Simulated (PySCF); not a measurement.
# C₃H₈AsB: excited-state relaxation

Wanted: excited-state relaxation for C₃H₈AsB (`C=C(C)B[AsH2]`).

Programs: PySCF 2.14.0, with routines of our own; each step states its level. All values are computed. Atoms count from 0.

## 1. The starting structure

13 atoms, charge 0, multiplicity 1; geometry from: GFN2-xTB.

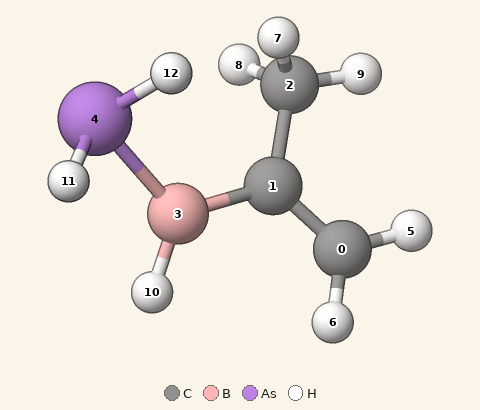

The starting geometry (carbon grey, boron pink, arsenic purple, hydrogen white).

## 2. Optimising the geometry at CAM-B3LYP/def2-SV(P)

What the job is given:

```
{"job": {"xc": "CAM-B3LYP", "basis": "def2-SV(P)", "grid": 1, "kind": "geom"}, "charge": 0, "multiplicity": 1}
C     -1.266403     1.216636     0.756741
C     -0.547992     0.344346     0.041722
C     -1.091000    -1.037317    -0.209972
B      0.870252     0.708504    -0.464385
As     2.241248    -0.685402    -0.871595
H     -2.221925     0.964190     1.193900
H     -0.911876     2.216168     0.947645
H     -0.399177    -1.791148     0.173303
H     -1.191784    -1.202587    -1.283864
H     -2.062774    -1.182350     0.257940
H      1.113773     1.838023    -0.682124
H      3.392165     0.072061    -0.280630
H      2.071104    -1.460638     0.403592
```

On the command line:

```console
$ OMP_NUM_THREADS=1 python excited_run.py task.json out
```

This one command runs all jobs of the session in turn.

Log:

```text
step   0  E = -2379.44325078  max force = 0.017839
step   1  E = -2379.44747248  max force = 0.005519
step   2  E = -2379.44785522  max force = 0.001698
step   3  E = -2379.44808623  max force = 0.003639
step   4  E = -2379.44829971  max force = 0.002476
step   5  E = -2379.44842176  max force = 0.001061
step   6  E = -2379.44847582  max force = 0.000988
step   7  E = -2379.44850342  max force = 0.000416
step   8  E = -2379.44852229  max force = 0.000354
step   9  E = -2379.44852738  max force = 0.000358
optimisation converged
```

Wall time 58 s (1 thread of Intel Xeon at 2.60GHz, shared host); peak memory 0.58 GiB.

The steps of the relaxation:

```csv
step,energy from step 0 (eV),largest force component (eV/Å)
0,0.0000,0.9173
1,-0.1149,0.2838
2,-0.1253,0.0873
3,-0.1316,0.1871
4,-0.1374,0.1273
5,-0.1407,0.0546
6,-0.1422,0.0508
7,-0.1429,0.0214
8,-0.1434,0.0182
9,-0.1436,0.0184
```

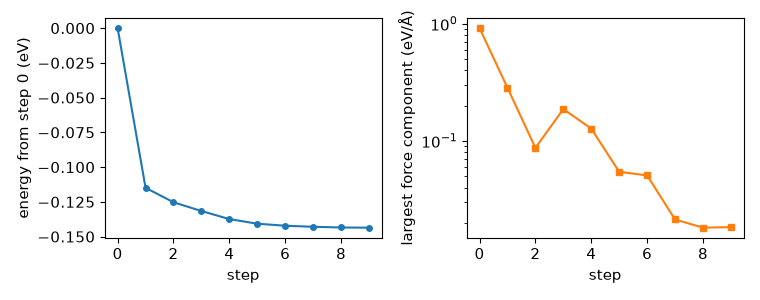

Energy and largest force along the relaxation.

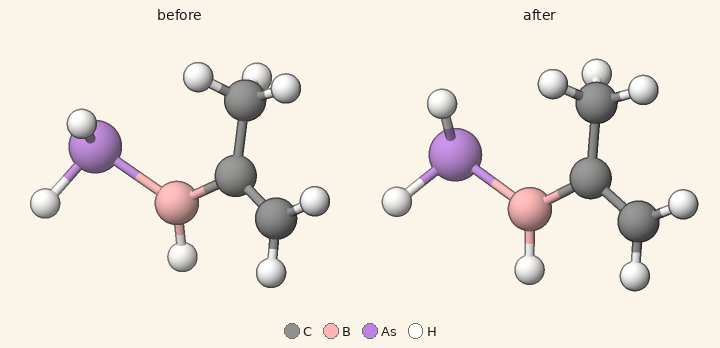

Before and after, at one scale.

Distances of close pairs at the start and the end, largest changes first:

```csv
bond,before (Å),after (Å),change (Å)
B3–H10,1.176,1.213,+0.037
As4–H11,1.499,1.520,+0.021
As4–H12,1.502,1.522,+0.020
C0–H5,1.081,1.099,+0.019
C0–H6,1.078,1.095,+0.018
B3–As4,1.997,2.013,+0.016
C2–H9,1.088,1.103,+0.015
C2–H8,1.091,1.105,+0.014
```

The next job starts from the end point, and lists it.

```csv
at the end point,value
point group (found at 0.08 Å tolerance),C1
"rotational constants (GHz, main isotopes)","7.832, 1.371, 1.186"
dipole moment (D),1.48
```

## 3. Excited-state relaxation: TDA CAM-B3LYP/def2-SV(P)

What the job is given:

```
{"job": {"kind": "xopt", "state": "S1", "method": "TDA", "freq": false, "xc": "CAM-B3LYP", "basis": "def2-SV(P)", "grid": 1}, "charge": 0, "multiplicity": 1}
C     -1.350733     1.303698     0.592982
C     -0.547718     0.332004     0.119108
C     -1.048273    -1.085209    -0.022936
B      0.898413     0.739232    -0.258602
As     2.246576    -0.495131    -1.101518
H     -2.387949     1.108032     0.900146
H     -0.997757     2.335556     0.694351
H     -0.449169    -1.783245     0.587809
H     -0.963694    -1.433473    -1.067934
H     -2.103296    -1.185727     0.282253
H      1.221299     1.904854    -0.165128
H      3.465662    -0.002672    -0.337899
H      2.018358    -1.732824    -0.245144
```

With the program's defaults for keys left out, this is: TDA CAM-B3LYP/def2-SV(P) excited-state geometry optimisation, gas phase.

Log:

```text
final grid: 47832 points
cycle   1  E = -2379.4259865201  dE = -4.251e-01  |g| = 2.789e-01  |ddm| = 3.458e+00
cycle   2  E = -2379.4398496122  dE = -1.386e-02  |g| = 1.946e-01  |ddm| = 4.921e-01
cycle   3  E = -2379.4478895093  dE = -8.040e-03  |g| = 4.715e-02  |ddm| = 2.320e-01
cycle   4  E = -2379.4483963561  dE = -5.068e-04  |g| = 2.193e-02  |ddm| = 6.363e-02
cycle   5  E = -2379.4485200797  dE = -1.237e-04  |g| = 4.675e-03  |ddm| = 2.493e-02
cycle   6  E = -2379.4485270774  dE = -6.998e-06  |g| = 7.049e-04  |ddm| = 6.789e-03
cycle   7  E = -2379.4485273459  dE = -2.685e-07  |g| = 2.473e-04  |ddm| = 1.847e-03
cycle   8  E = -2379.4485273752  dE = -2.934e-08  |g| = 7.617e-05  |ddm| = 4.947e-04
cycle   9  E = -2379.4485273784  dE = -3.192e-09  |g| = 2.567e-05  |ddm| = 1.756e-04
cycle  10  E = -2379.4485273788  dE = -3.856e-10  |g| = 5.627e-06  |ddm| = 6.702e-05
converged SCF energy = -2379.4485273788

vertical S1 at the ground-state geometry: 4.3597 eV
step    E(state)/Eh    max force   excitation/eV  root
  0   -2379.28294599   0.086407     4.4644      1
  1   -2379.30564575   0.030497     3.6044      1
  2   -2379.31185280   0.015681     3.1532      1
  3   -2379.31554651   0.012537     2.3222      1
  4   -2379.31657633   0.005231     2.4015      1
  5   -2379.31731330   0.009580     2.1939      1
  6   -2379.31926524   0.008705     2.1539      1
  7   -2379.32452034   0.026309     1.7055      1
  8   -2379.33034171   0.034447     1.4820      1
  9   -2379.23856370   0.195206     1.6099      1
 10   -2379.32419442   0.066533     1.4088      1
 11   -2379.33911853   0.020998     1.4602      1
 12   -2379.34471853   0.011555     1.2801      1
 13   -2379.34332519   0.015363     1.3436      1
 14   -2379.34617869   0.006149     1.3363      1
 15   -2379.34688609   0.007584     1.2389      1
 16   -2379.34742850   0.003313     1.2303      1
 17   -2379.34768029   0.002311     1.1790      1
 18   -2379.34782668   0.001596     1.0848      1
 19   -2379.34785685   0.001148     1.0597      1
 20   -2379.34788741   0.001045     1.0636      1
 21   -2379.34790614   0.000749     1.0778      1
 22   -2379.34792786   0.000613     1.0939      1
 23   -2379.34794561   0.000378     1.1151      1
 24   -2379.34794860   0.000185     1.1181      1
optimisation converged
vertical emission 1.1181 eV, adiabatic 2.7369 eV, Stokes shift 3.2416 eV, reorganisation 1.6228 (excited) and 1.6188 eV (ground)
```

It took 4.5 min on 1 thread of Intel Xeon at 2.60GHz, shared host; peak memory 0.7 GiB.

From this job:

```csv
quantity,value
"vertical absorption, S1",4.36 eV
"adiabatic energy, S1",2.74 eV
"vertical emission, S1",1.12 eV
"Stokes shift, S1",3.24 eV
"geometry moved (RMSD), S1",0.786 Å
```

Bonds of the start that changed most:

```csv
bond,start (Å),end (Å)
B3–As4,2.013,1.972
C1–B3,1.549,1.525
C0–C1,1.347,1.356
C1–C2,1.510,1.516
As4–H12,1.522,1.519
B3–H10,1.213,1.216
```

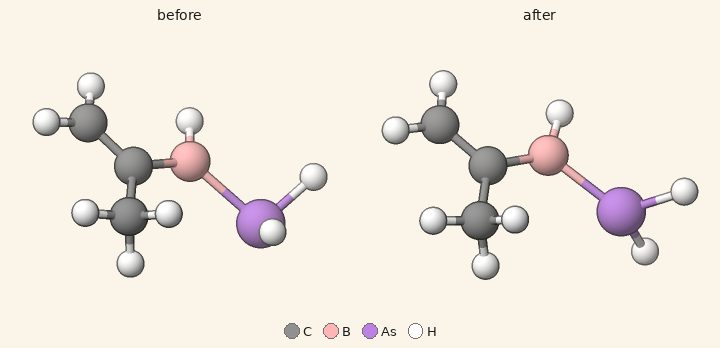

Before and after.

The fields below are evaluated on a grid from the run's orbitals.

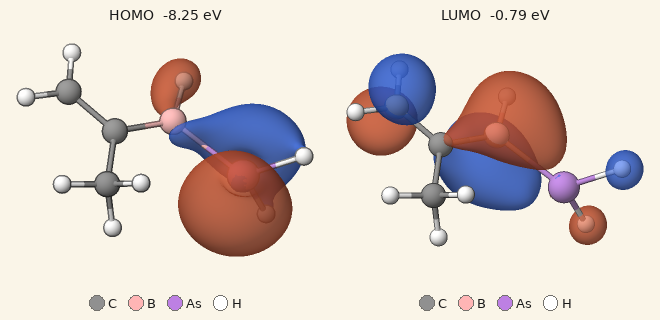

Frontier orbitals at CAM-B3LYP/def2-SV(P); each surface holds 70 % of the orbital's density, blue and red mark the sign.

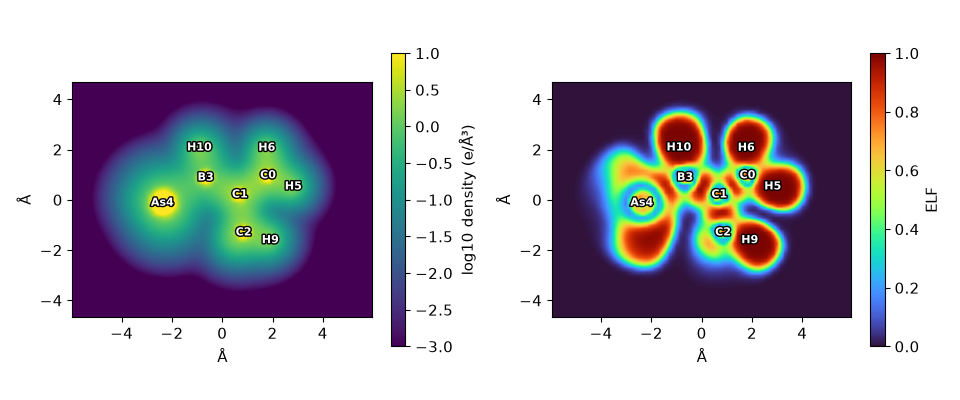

Density (left) and ELF (right) in a plane through or near 9 of the atoms.

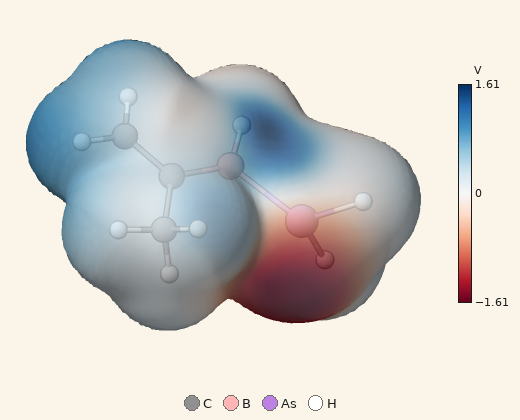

The potential that a unit positive charge feels on the 0.002 e/bohr³ surface, from the 1st to the 99th percentile, from -1.61 V near As4 to 1.35 V near B3.

## 4. Excited-state relaxation: UKS CAM-B3LYP/def2-SV(P)

Settings changed since step 3:

```diff
@@ -1,2 +1,2 @@
-{"job": {"kind": "xopt", "state": "S1", "method": "TDA", "freq": false, "xc": "CAM-B3LYP", "basis": "def2-SV(P)", "grid": 1}, "charge": 0, "multiplicity": 1}
+{"job": {"kind": "xopt", "state": "T1", "method": "UKS", "freq": false, "xc": "CAM-B3LYP", "basis": "def2-SV(P)", "grid": 1}, "charge": 0, "multiplicity": 1}
 C     -1.350733     1.303698     0.592982
```

Level: UKS CAM-B3LYP/def2-SV(P) excited-state geometry optimisation, gas phase.

Log:

```text
final grid: 47832 points
cycle   1  E = -2379.4259865201  dE = -4.251e-01  |g| = 2.789e-01  |ddm| = 3.458e+00
cycle   2  E = -2379.4398496122  dE = -1.386e-02  |g| = 1.946e-01  |ddm| = 4.921e-01
cycle   3  E = -2379.4478895093  dE = -8.040e-03  |g| = 4.715e-02  |ddm| = 2.320e-01
cycle   4  E = -2379.4483963561  dE = -5.068e-04  |g| = 2.193e-02  |ddm| = 6.363e-02
cycle   5  E = -2379.4485200797  dE = -1.237e-04  |g| = 4.675e-03  |ddm| = 2.493e-02
cycle   6  E = -2379.4485270774  dE = -6.998e-06  |g| = 7.049e-04  |ddm| = 6.789e-03
cycle   7  E = -2379.4485273459  dE = -2.685e-07  |g| = 2.473e-04  |ddm| = 1.847e-03
cycle   8  E = -2379.4485273752  dE = -2.934e-08  |g| = 7.617e-05  |ddm| = 4.947e-04
cycle   9  E = -2379.4485273784  dE = -3.192e-09  |g| = 2.567e-05  |ddm| = 1.756e-04
cycle  10  E = -2379.4485273788  dE = -3.856e-10  |g| = 5.627e-06  |ddm| = 6.702e-05
converged SCF energy = -2379.4485273788

vertical T1 at the ground-state geometry: 3.4768 eV
step    E(state)/Eh    max force   <S^2>
  0   -2379.31664132   0.116687    2.0058
  1   -2379.34309927   0.012983    2.0059
  2   -2379.34399764   0.004620    2.0061
  3   -2379.34439576   0.005883    2.0064
  4   -2379.34518633   0.008506    2.0069
  5   -2379.34744707   0.027411    2.0087
  6   -2379.34820632   0.028007    2.0085
  7   -2379.35135753   0.024550    2.0084
  8   -2379.35482967   0.015004    2.0074
  9   -2379.35610675   0.019270    2.0060
 10   -2379.35941930   0.006785    2.0073
 11   -2379.36052351   0.003098    2.0069
 12   -2379.36102889   0.003690    2.0065
 13   -2379.36130859   0.002939    2.0061
 14   -2379.36138560   0.002594    2.0059
 15   -2379.36143071   0.001015    2.0058
 16   -2379.36145489   0.000518    2.0057
 17   -2379.36146187   0.000643    2.0056
 18   -2379.36149620   0.000768    2.0054
 19   -2379.36159236   0.001263    2.0053
 20   -2379.36163376   0.002959    2.0051
 21   -2379.36185640   0.002064    2.0053
 22   -2379.36219453   0.001851    2.0057
 23   -2379.36225308   0.006448    2.0072
 24   -2379.36283126   0.001328    2.0066
 25   -2379.36293438   0.001179    2.0066
 26   -2379.36296676   0.000506    2.0066
 27   -2379.36297247   0.000250    2.0066
optimisation converged
vertical emission -0.9731 eV, adiabatic 2.3281 eV, Stokes shift 4.4499 eV, reorganisation 1.1487 (excited) and 3.3012 eV (ground)
```

Run time: 4.5 min. Hardware: 1 thread of Intel Xeon at 2.60GHz, shared host; peak memory 0.66 GiB.

Key values:

```csv
quantity,value
"vertical gap at the ground-state geometry, T1",3.48 eV
"adiabatic energy, T1",2.33 eV
"vertical gap at the relaxed geometry, T1",-0.97 eV
"difference of the two gaps, T1",4.45 eV
"geometry moved (RMSD), T1",0.651 Å
```

Bonds of the start that changed most:

```csv
bond,start (Å),end (Å)
C0–C1,1.347,1.463
C1–B3,1.549,1.526
C1–C2,1.510,1.501
B3–As4,2.013,2.020
C2–H7,1.104,1.108
C2–H8,1.105,1.101
```

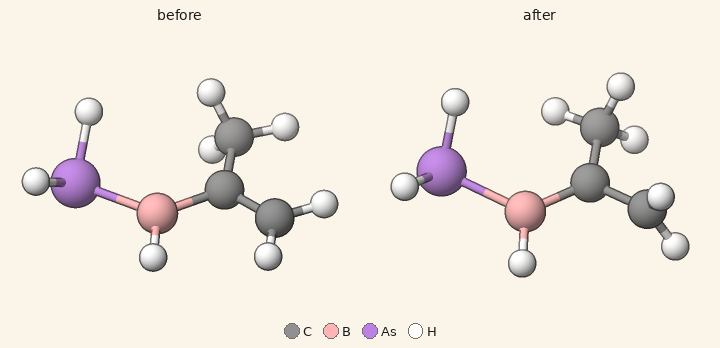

Before and after.

## 5. Summary of results

| quantity | value |
| --- | --- |
| point group | C1 |
| rotational constants (main isotopes) | 7.83, 1.37, 1.19 GHz |
| vertical absorption, S1 (step 3, TDA CAM-B3LYP/def2-SV(P)) | 4.36 eV |
| adiabatic energy, S1 (step 3, TDA CAM-B3LYP/def2-SV(P)) | 2.74 eV |
| vertical emission, S1 (step 3, TDA CAM-B3LYP/def2-SV(P)) | 1.12 eV |
| Stokes shift, S1 (step 3, TDA CAM-B3LYP/def2-SV(P)) | 3.24 eV |
| surface potential, 1st and 99th percentile | -1.61 V and 1.35 V |
| vertical gap at the ground-state geometry, T1 (step 4, UKS CAM-B3LYP/def2-SV(P)) | 3.48 eV |
| adiabatic energy, T1 (step 4, UKS CAM-B3LYP/def2-SV(P)) | 2.33 eV |
| vertical gap at the relaxed geometry, T1 (step 4, UKS CAM-B3LYP/def2-SV(P)) | -0.97 eV |
| difference of the two gaps, T1 (step 4, UKS CAM-B3LYP/def2-SV(P)) | 4.45 eV |

**Reading.** The optimisation took 9 steps and gained 0.144 eV; among the close pairs (by a distance rule), B3–H10 changed most, from 1.176 to 1.213 Å. Steps that list no spin-orbit terms leave them out, which matters at and beside the heavy atoms. In steps 3, 4 the harmonic model is doubtful. Where no frequencies were run, the relaxed excited state may be a saddle. In step 3 (excited-state relaxation), among the bonds B3–As4 changes most, from 2.013 to 1.972 Å. The atoms move far more than that, so angles or torsions carry the main change. At CAM-B3LYP/def2-SV(P), counted by nearest atom on the grid, the HOMO lies on As4 63 %; H11, H12 about 10 % each, the LUMO on B3 45 %; C0 19 %. In step 4 the gap at the relaxed geometry is under 0.8 eV (below zero), where a single closed-shell reference fails, so that gap and differences built on it are unreliable. In step 4 (excited-state relaxation), among the bonds C0–C1 changes most, from 1.347 to 1.463 Å. The atoms move far more than that, so angles or torsions carry the main change. ΔSCF (UKS) and response values aren't on one footing and may follow different states, so their differences aren't method errors alone, and singlets and triplets from the two don't rank.
